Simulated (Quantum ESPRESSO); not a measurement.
# CaHf (Pm-3m): phonons by linear response, part 2 of 3

How does CaHf (Pm-3m) vibrate, and is this structure a minimum?

Quantum ESPRESSO 7.5; DFT LDA, scalar-relativistic, plane waves, PseudoDojo norm-conserving pseudopotentials.

So far. Step 4 (Relaxation): Little changed from the start: no atom moved by 0.005 Å and no cell edge by 0.1 %. Step 5 (Ground state): The cell stands at -0.002 GPa, close enough for phonons. The relaxed cell has a = 3.702 Å (conventional setting).

The structure was built from a prototype and need not be the compound's stable phase.

## (6) Phonons on a q mesh

Linear response treats each wavevector in the unit cell, with no supercell; the 2×2×2 mesh fixes the range of the force constants to be had.

ph.in

```
phonons
 &inputph
    prefix='x',
    outdir='./tmp',
    fildyn='x.dyn',
    tr2_ph=1.0d-18,
    alpha_mix(1)=0.4,
    nmix_ph=8,
    ldisp=.true.,
    nq1=2,
    nq2=2,
    nq3=2,
 /
```

On the command line:

```bash
OMP_NUM_THREADS=1 mpirun -n 4 ph.x -nk 4 -in ph.in > ph.out
```

Output:

```text
[banners, grids, parts of the stress and lines that vanish by symmetry left out]
[banner, memory and clock lines left out]
Program PHONON v.7.5

     ./tmp/x.save/

     IMPORTANT: XC functional enforced from input :
     Exchange-correlation= PW
                           (   1   4   0   0   0   0   0)
     Any further DFT definition will be discarded
     Please, verify this is what you really want

     G-vector sticks info

     Reading collected, re-writing distributed wavefunctions in ./tmp/

     Dynamical matrices for ( 2, 2, 2)  uniform grid of q-points
     (   4 q-points):
       N         xq(1)         xq(2)         xq(3)
       1   0.000000000   0.000000000   0.000000000
       2   0.000000000   0.000000000  -0.500000000
       3   0.000000000  -0.500000000  -0.500000000
       4  -0.500000000  -0.500000000  -0.500000000

     Number and degeneracy of irreps per q-point
       N         xq(1)         xq(2)         xq(3)   N irreps
       1   0.000000000   0.000000000   0.000000000       2
        3   3
       2   0.000000000   0.000000000  -0.500000000       4
        1   2   1   2
       3   0.000000000  -0.500000000  -0.500000000       4
        1   1   2   2
       4  -0.500000000  -0.500000000  -0.500000000       2
        3   3

     Calculation of q =    0.0000000   0.0000000   0.0000000

     phonons

     bravais-lattice index     =            1
     lattice parameter (alat)  =       6.9963  a.u.
     unit-cell volume          =     342.4610 (a.u.)^3
     number of atoms/cell      =            2
     number of atomic types    =            2
     kinetic-energy cut-off    =      60.0000  Ry
     charge density cut-off    =     240.0000  Ry
     convergence threshold     =      1.0E-18
     beta                      =       0.4000
     number of iterations used =            8
     Exchange-correlation= PW
                           (   1   4   0   0   0   0   0)

     celldm(1)=    6.99633  celldm(2)=    0.00000  celldm(3)=    0.00000
     celldm(4)=    0.00000  celldm(5)=    0.00000  celldm(6)=    0.00000

     crystal axes: (cart. coord. in units of alat)
               a(1) = (  1.0000  0.0000  0.0000 )
               a(2) = (  0.0000  1.0000  0.0000 )
               a(3) = (  0.0000  0.0000  1.0000 )

     reciprocal axes: (cart. coord. in units 2 pi/alat)
               b(1) = (  1.0000  0.0000  0.0000 )
               b(2) = (  0.0000  1.0000  0.0000 )
               b(3) = (  0.0000  0.0000  1.0000 )

     Atoms inside the unit cell:

     Cartesian axes

     site n.  atom      mass           positions (alat units)
        1  Ca     40.0780   tau(    1) = (    0.00000    0.00000    0.00000  )
        2  Hf    178.4900   tau(    2) = (    0.50000    0.50000    0.50000  )

     Computing dynamical matrix for
                    q = (   0.0000000   0.0000000   0.0000000 )

     49 Sym.Ops. (with q -> -q+G )

     G cutoff =  297.5721  (  21559 G-vectors)     FFT grid: ( 36, 36, 36)

     number of k points=    35  Gaussian smearing, width (Ry)=  0.0200

     PseudoPot. # 1 for Ca read from file:
     ./pseudo/Ca.upf
     Pseudo is Norm-conserving + core correction, Zval = 10.0
     Using radial grid of 1724 points,  6 beta functions with:
                l(1) =   0
                l(2) =   0
                l(3) =   1
                l(4) =   1
                l(5) =   2
                l(6) =   2

     PseudoPot. # 2 for Hf read from file:
     ./pseudo/Hf.upf
     Pseudo is Norm-conserving + core correction, Zval = 12.0
     Using radial grid of 1618 points,  8 beta functions with:
                l(1) =   0
                l(2) =   0
                l(3) =   1
                l(4) =   1
                l(5) =   2
                l(6) =   2
                l(7) =   3
                l(8) =   3

     Mode symmetry, O_h (m-3m)  point group:

     Atomic displacements:
     There are    2 irreducible representations

     Representation     1      3 modes -  To be done

     Representation     2      3 modes -  To be done

     Alpha used in Ewald sum =   2.3000

     Representation #   1 modes #   1   2   3

     Self-consistent Calculation
      iter #   1   av.it.:   6.6
      thresh= 1.000E-02 alpha_mix =  0.400 |ddv_scf|^2 =  2.397E-06
      iter #   2   av.it.:  11.0
      thresh= 1.548E-04 alpha_mix =  0.400 |ddv_scf|^2 =  3.882E-08
      iter #   3   av.it.:  11.3
      thresh= 1.970E-05 alpha_mix =  0.400 |ddv_scf|^2 =  4.133E-09
      iter #   4   av.it.:  11.5
      thresh= 6.429E-06 alpha_mix =  0.400 |ddv_scf|^2 =  1.885E-10
      iter #   5   av.it.:  12.6
      thresh= 1.373E-06 alpha_mix =  0.400 |ddv_scf|^2 =  2.565E-12
      iter #   6   av.it.:  12.8
      thresh= 1.601E-07 alpha_mix =  0.400 |ddv_scf|^2 =  6.130E-14
      iter #   7   av.it.:  11.9
      thresh= 2.476E-08 alpha_mix =  0.400 |ddv_scf|^2 =  1.262E-14
      iter #   8   av.it.:  12.2
      thresh= 1.123E-08 alpha_mix =  0.400 |ddv_scf|^2 =  4.859E-17
      iter #   9   av.it.:  12.8
      thresh= 6.971E-10 alpha_mix =  0.400 |ddv_scf|^2 =  3.270E-19

     End of self-consistent calculation

     Convergence has been achieved

     Representation #   2 modes #   4   5   6

     Self-consistent Calculation
      iter #   1   av.it.:   6.1
      thresh= 1.000E-02 alpha_mix =  0.400 |ddv_scf|^2 =  2.325E-06
      iter #   2   av.it.:  10.9
      thresh= 1.525E-04 alpha_mix =  0.400 |ddv_scf|^2 =  3.534E-08
      iter #   3   av.it.:  11.4
      thresh= 1.880E-05 alpha_mix =  0.400 |ddv_scf|^2 =  4.390E-09
      iter #   4   av.it.:  11.5
      thresh= 6.626E-06 alpha_mix =  0.400 |ddv_scf|^2 =  2.854E-10
      iter #   5   av.it.:  12.3
      thresh= 1.689E-06 alpha_mix =  0.400 |ddv_scf|^2 =  1.533E-12
[...]
End of self-consistent calculation

     Convergence has been achieved

     Number of q in the star =    1
     List of q in the star:
          1   0.000000000   0.000000000   0.000000000

     Diagonalizing the dynamical matrix

     q = (    0.000000000   0.000000000   0.000000000 )

 **************************************************************************
     freq (    1) =       0.027341 [THz] =       0.912013 [cm-1]
     freq (    2) =       0.027341 [THz] =       0.912013 [cm-1]
     freq (    3) =       0.027341 [THz] =       0.912013 [cm-1]
     freq (    4) =       5.512515 [THz] =     183.877697 [cm-1]
     freq (    5) =       5.512515 [THz] =     183.877697 [cm-1]
     freq (    6) =       5.512515 [THz] =     183.877697 [cm-1]
 **************************************************************************

     Mode symmetry, O_h (m-3m)  point group:

     freq (   1-   3) =          0.9  [cm-1]   --> T_1u G_15  G_4- I
     freq (   4-   6) =        183.9  [cm-1]   --> T_1u G_15  G_4- I

     Calculation of q =    0.0000000   0.0000000  -0.5000000
     [... set-up and bands at k+q left out ...]

     Mode symmetry, D_4h(4/mmm) point group:

     Atomic displacements:
     There are    4 irreducible representations

     Representation     1      1 modes -  To be done

     Representation     2      2 modes -  To be done

     Representation     3      1 modes -  To be done

     Representation     4      2 modes -  To be done

     Message from routine init_vloc:
     Interpolation table for Vloc re-allocated

     Alpha used in Ewald sum =   2.3000

     Representation #   1 mode #   1

     Self-consistent Calculation

[...]
End of self-consistent calculation

     Convergence has been achieved

     Representation #   2 modes #   2   3

     Self-consistent Calculation

[...]
End of self-consistent calculation

     Convergence has been achieved

     Representation #   3 mode #   4

     Self-consistent Calculation

[...]
End of self-consistent calculation

     Convergence has been achieved

     Representation #   4 modes #   5   6

     Self-consistent Calculation

[...]
End of self-consistent calculation

     Convergence has been achieved

     Number of q in the star =    3
     List of q in the star:
          1   0.000000000   0.000000000  -0.500000000
          2   0.000000000  -0.500000000   0.000000000
          3  -0.500000000   0.000000000   0.000000000

     Diagonalizing the dynamical matrix

     q = (    0.000000000   0.000000000  -0.500000000 )

 **************************************************************************
     freq (    1) =      -1.273897 [THz] =     -42.492639 [cm-1]
     freq (    2) =       2.286852 [THz] =      76.281170 [cm-1]
     freq (    3) =       2.286852 [THz] =      76.281170 [cm-1]
     freq (    4) =       4.443977 [THz] =     148.235110 [cm-1]
     freq (    5) =       4.443977 [THz] =     148.235110 [cm-1]
     freq (    6) =       5.567575 [THz] =     185.714325 [cm-1]
 **************************************************************************

     Mode symmetry, D_4h(4/mmm) point group:

     freq (   1-   1) =        -42.5  [cm-1]   --> A_1g X_1  M_1
     freq (   2-   3) =         76.3  [cm-1]   --> E_g  X_5  M_5
     freq (   4-   5) =        148.2  [cm-1]   --> E_u  X_5' M_5'
     freq (   6-   6) =        185.7  [cm-1]   --> A_2u X_4' M_4'

     Calculation of q =    0.0000000  -0.5000000  -0.5000000
     [... set-up and bands at k+q left out ...]

     Mode symmetry, D_4h(4/mmm) point group:

     Atomic displacements:
     There are    4 irreducible representations

     Representation     1      1 modes -  To be done

     Representation     2      1 modes -  To be done

     Representation     3      2 modes -  To be done

     Representation     4      2 modes -  To be done

     Alpha used in Ewald sum =   2.3000

     Representation #   1 mode #   1

     Self-consistent Calculation

[...]
End of self-consistent calculation

     Convergence has been achieved

     Representation #   2 mode #   2

     Self-consistent Calculation

[...]
End of self-consistent calculation

     Convergence has been achieved

     Representation #   3 modes #   3   4

     Self-consistent Calculation

[...]
End of self-consistent calculation

     Convergence has been achieved

     Representation #   4 modes #   5   6

     Self-consistent Calculation

[...]
End of self-consistent calculation

     Convergence has been achieved

     Number of q in the star =    3
     List of q in the star:
          1   0.000000000  -0.500000000  -0.500000000
          2  -0.500000000  -0.500000000   0.000000000
          3  -0.500000000   0.000000000  -0.500000000

     Diagonalizing the dynamical matrix

     q = (    0.000000000  -0.500000000  -0.500000000 )

 **************************************************************************
     freq (    1) =      -2.248696 [THz] =     -75.008437 [cm-1]
     freq (    2) =      -2.248696 [THz] =     -75.008437 [cm-1]
     freq (    3) =       2.509997 [THz] =      83.724485 [cm-1]
     freq (    4) =       4.406139 [THz] =     146.972975 [cm-1]
     freq (    5) =       5.783486 [THz] =     192.916336 [cm-1]
     freq (    6) =       5.783486 [THz] =     192.916336 [cm-1]
 **************************************************************************

     Mode symmetry, D_4h(4/mmm) point group:

     freq (   1-   2) =        -75.0  [cm-1]   --> E_u  X_5' M_5'
     freq (   3-   3) =         83.7  [cm-1]   --> B_1u X_2' M_2'
     freq (   4-   4) =        147.0  [cm-1]   --> A_2u X_4' M_4'
     freq (   5-   6) =        192.9  [cm-1]   --> E_u  X_5' M_5'

     Calculation of q =   -0.5000000  -0.5000000  -0.5000000
     [... set-up and bands at k+q left out ...]

     Mode symmetry, O_h (m-3m)  point group:

     Atomic displacements:
     There are    2 irreducible representations

     Representation     1      3 modes -  To be done

     Representation     2      3 modes -  To be done

     Alpha used in Ewald sum =   2.3000

     Representation #   1 modes #   1   2   3

     Self-consistent Calculation

[...]
End of self-consistent calculation

     Convergence has been achieved

     Representation #   2 modes #   4   5   6

     Self-consistent Calculation

[...]
iter #   4   av.it.:  11.9
      thresh= 7.784E-06 alpha_mix =  0.400 |ddv_scf|^2 =  3.104E-10

      iter #   5   av.it.:  11.9
      thresh= 1.762E-06 alpha_mix =  0.400 |ddv_scf|^2 =  2.333E-12

      iter #   6   av.it.:  12.0
      thresh= 1.527E-07 alpha_mix =  0.400 |ddv_scf|^2 =  4.315E-13

      iter #   7   av.it.:  12.4
      thresh= 6.569E-08 alpha_mix =  0.400 |ddv_scf|^2 =  6.767E-15

      iter #   8   av.it.:  12.6
      thresh= 8.226E-09 alpha_mix =  0.400 |ddv_scf|^2 =  5.943E-18

      iter #   9   av.it.:  12.4
      thresh= 2.438E-10 alpha_mix =  0.400 |ddv_scf|^2 =  1.549E-18

      iter #  10   av.it.:  12.7
      thresh= 1.245E-10 alpha_mix =  0.400 |ddv_scf|^2 =  1.017E-21

     End of self-consistent calculation

     Convergence has been achieved

     Number of q in the star =    1
     List of q in the star:
          1  -0.500000000  -0.500000000  -0.500000000

     Diagonalizing the dynamical matrix

     q = (   -0.500000000  -0.500000000  -0.500000000 )

 **************************************************************************
     freq (    1) =       1.492618 [THz] =      49.788379 [cm-1]
     freq (    2) =       1.492618 [THz] =      49.788379 [cm-1]
     freq (    3) =       1.492618 [THz] =      49.788379 [cm-1]
     freq (    4) =       5.314813 [THz] =     177.283095 [cm-1]
     freq (    5) =       5.314813 [THz] =     177.283095 [cm-1]
     freq (    6) =       5.314813 [THz] =     177.283095 [cm-1]
 **************************************************************************

     Mode symmetry, O_h (m-3m)  point group:

     freq (   1-   3) =         49.8  [cm-1]   --> T_2g G_25' G_5+
     freq (   4-   6) =        177.3  [cm-1]   --> T_1u G_15  G_4-


[key lines of the parts left out:]
the Fermi energy is    10.5713 ev
```

The job ended after 12 min (4 MPI ranks of Arm Neoverse V1, shared host; 48 min of CPU time).

Read from the output:

```
largest acoustic frequency at the zone centre before the sum rule  : 0.91 cm⁻¹
highest optical zone-centre mode (no LO-TO term)                   : 183.9 cm⁻¹
lowest optical zone-centre mode                                    : 183.9 cm⁻¹
lowest mode on the q mesh (acoustic ones at the zone centre apart) : -75.01 cm⁻¹
```

Frequencies (cm⁻¹) at each irreducible wavevector; negative means imaginary. Frequencies by wavevector:

```tsv
q (fractions)	star	mode 1	mode 2	mode 3	mode 4	mode 5	mode 6
0 0 0	1	0.91	0.91	0.91	183.9	183.9	183.9
0 0 -0.5	3	-42.49	76.28	76.28	148.2	148.2	185.7
0 -0.5 -0.5	3	-75.01	-75.01	83.72	147	192.9	192.9
-0.5 -0.5 -0.5	1	49.79	49.79	49.79	177.3	177.3	177.3
```

The acoustic modes at Γ come out as far as 0.9 cm⁻¹ from zero, where they should vanish, a small numerical error.

## (7) Force constants in real space

The dynamical matrices of the mesh are Fourier-transformed to force constants in real space.

q2r.in

```
 &input
    fildyn='x.dyn',
    zasr='simple',
    flfrc='x.fc',
 /
```

On the command line:

```bash
q2r.x < q2r.in > q2r.out
```

Output:

```text
[banners, grids, parts of the stress and lines that vanish by symmetry left out]
[banner, memory and clock lines left out]
Program Q2R v.7.5

  reading grid info from file x.dyn0

  reading force constants from file x.dyn1
  Dielectric Tensor not found
  nqs=            1
 q=   0.00000000  0.00000000  0.00000000
  reading force constants from file x.dyn2
  nqs=            3
 q=   0.00000000  0.00000000 -0.50000000
[...]
reading force constants from file x.dyn3
  nqs=            3
[...]
q=  -0.50000000  0.00000000 -0.50000000
  reading force constants from file x.dyn4
  nqs=            1
 q=  -0.50000000 -0.50000000 -0.50000000

      q-space grid ok, #points =    8

      fft-check success (sum of imaginary terms < 10^-12)
```

The job ended after 0.46 s (1 thread).

## (8) Dispersion

From the force constants any wavevector is cheap; points of the mesh come back as solved, but for the sum rule and, in polar crystals, the LO-TO term at Γ; the rest is interpolation.

matdyn.in

```
 &input
    asr='simple',
    flfrc='x.fc',
    flfrq='x.freq',
    flvec='x.modes',
    q_in_band_form=.true.,
    q_in_cryst_coord=.true.,
 /
8
  0.0000000   0.0000000   0.0000000  12  ! GAMMA
  0.0000000   0.5000000   0.0000000  12  ! X
  0.5000000   0.5000000   0.0000000  12  ! M
  0.0000000   0.0000000   0.0000000  12  ! GAMMA
  0.5000000   0.5000000   0.5000000  12  ! R
  0.0000000   0.5000000   0.0000000   1  ! X
  0.5000000   0.5000000   0.5000000  12  ! R
  0.5000000   0.5000000   0.0000000   1  ! M
```

On the command line:

```bash
matdyn.x -in matdyn.in > matdyn.out
```

Output:

```text
[banner, memory and clock lines left out]
Program MATDYN v.7.5

 mass for atomic type   1 not given; uses mass from file x.fc
 mass for atomic type   2 not given; uses mass from file x.fc
     Message from routine matdyn:
     Z* not found in file x.fc, TO-LO splitting at q=0 will be absent!
     Message from routine matdyn:
     Z* not found in file x.fc, TO-LO splitting at q=0 will be absent!

Note: The following floating-point exceptions are signalling: IEEE_UNDERFLOW_FLAG
```

It took 0.47 s on 1 thread.

Read from the output:

```yaml
lowest_frequency_on_the_path: -75.02 cm⁻¹
```

Matdyn.x, sum rule simple. The phonon branches at the labelled points (cm⁻¹):

```tsv
point	branch 1	branch 2	branch 3	branch 4	branch 5	branch 6
Γ	0	0	0	184	184	184
X	-42	76	76	148	148	186
M	-75	-75	84	147	193	193
Γ	0	0	0	184	184	184
R	50	50	50	177	177	177
X	-42	76	76	148	148	186
jump to R	50	50	50	177	177	177
M	-75	-75	84	147	193	193
```

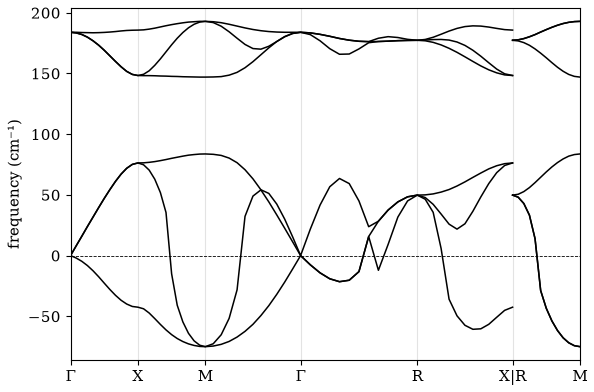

Phonon branches along the path.

Lowest modes at the softest wavevector of the mesh; phase exp(i q.(R + tau)). Modes at q = (0.500, 0.500, 0.000), with each element's share of the kinetic energy (negative means imaginary):

```tsv
mode	frequency (cm⁻¹)	Ca %	Hf %
1	-75.0	12	88
2	-75.0	12	88
3	83.7	0	100
4	147.0	100	0
5	192.9	88	12
6	192.9	88	12
```

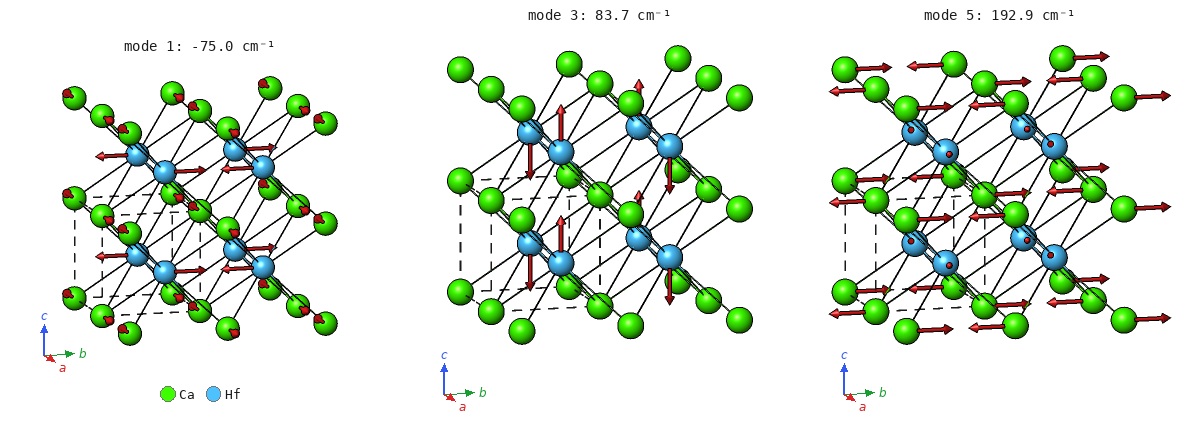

Displacement patterns of modes 1, 3 and 5 at q = (0.500, 0.500, 0.000); arrows are exaggerated. 2×2×2 cells are drawn. Some periodic images of atoms are drawn too.

Force constants by pair (phonopy on the run's constants); pairs near half the supercell's span include their periodic images. Pair force constants, by row:

```tsv
atom	neighbour	distance (Å)	third of the trace (eV/Å²)	along the pair's line (eV/Å²)
Ca1	itself	0	4.116	–
Ca1	Hf	3.206	-0.5088	-1.583
Ca1	Ca	3.702	-0.1163	-0.6835
Ca1	Ca	5.236	0.0783	0.0544
Ca1	Ca	6.413	0.0681	0.0681
Hf2	itself	0	1.998	–
Hf2	Ca	3.206	-0.5088	-1.583
Hf2	Hf	3.702	0.4144	2.079
Hf2	Hf	5.236	0.2834	0.2852
Hf2	Hf	6.413	-0.0216	-0.0216
```

Mode patterns, pair constants, displacements and means over the zone were worked out by phonopy from the force constants of q2r.x.

The path dips to 75i cm⁻¹.

## (9) Density of states

Sums over the zone need many more wavevectors than were solved, so the interpolation is sampled on a dense mesh.

matdyn.in

```
 &input
    asr='simple',
    flfrc='x.fc',
    dos=.true.,
    fldos='x.dos',
    nk1=12,
    nk2=12,
    nk3=12,
    deltaE=0.3,
 /
```

On the command line:

```bash
matdyn.x -in matdyn.in > matdyn.out
```

Output:

```text
[banner, memory and clock lines left out]
Program MATDYN v.7.5

 mass for atomic type   1 not given; uses mass from file x.fc
 mass for atomic type   2 not given; uses mass from file x.fc
     Message from routine matdyn:
     Z* not found in file x.fc, TO-LO splitting at q=0 will be absent!

Note: The following floating-point exceptions are signalling: IEEE_UNDERFLOW_FLAG
```

Wall time 4.2 s (1 thread).

Read from the output:

- share of modes beyond 3i cm⁻¹ on the dense interpolated mesh: 0.2141

The phonon density of states has structure finer than the step of the table below, so its rows give means over 20 cm⁻¹, whole bins alone (the curve runs from -75.0 to 192 cm⁻¹). Peaks (cm⁻¹: height): total -58.5: 0.0397, 61.5: 0.0496, 172.5: 0.0770, 184.5: 0.144; Ca 172.5: 0.0715, 184.5: 0.129; Hf -58.5: 0.0358, 61.5: 0.0477, 184.5: 0.0158.

Tetrahedra. The phonon density of states by wavenumber; means over each step; values in 1/cm⁻¹/cell:

```tsv
wavenumber (cm⁻¹)	total	Ca	Hf
-60	0.0307	0.00312	0.0275
-40	0.0211	0.00209	0.0190
-20	0.00825	7.6e-4	0.00749
0	0.00641	4.8e-4	0.00593
20	0.00962	7.9e-4	0.00883
40	0.0179	0.00135	0.0166
60	0.0362	0.00150	0.0347
80	0.0177	2.8e-4	0.0174
100	0	0	0
120	0	0	0
140	0.00472	0.00469	3.6e-5
160	0.0540	0.0516	0.00246
180	0.0851	0.0776	0.00751
```

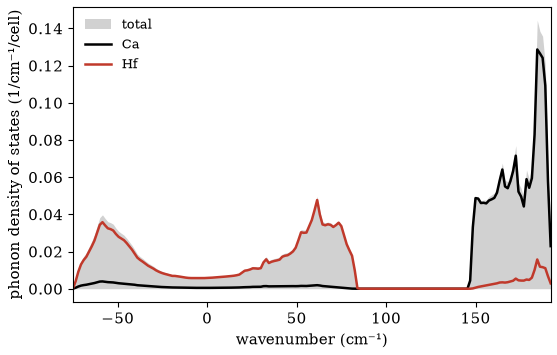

Phonon density of states against wavenumber.

(Part 2 of 3 ends here.)

[Host names and launcher messages were left out of these logs when they were recorded.]

[Logs are printed without paths, hosts, clocks, repeated set-up lines and the standing remarks that a program may print on its own settings, such as how far it seeks lower states.]

[Hosts, paths, dates, database ids (printed as entryN), source tags and the programs' standing remarks are cut or masked in the printed files.]
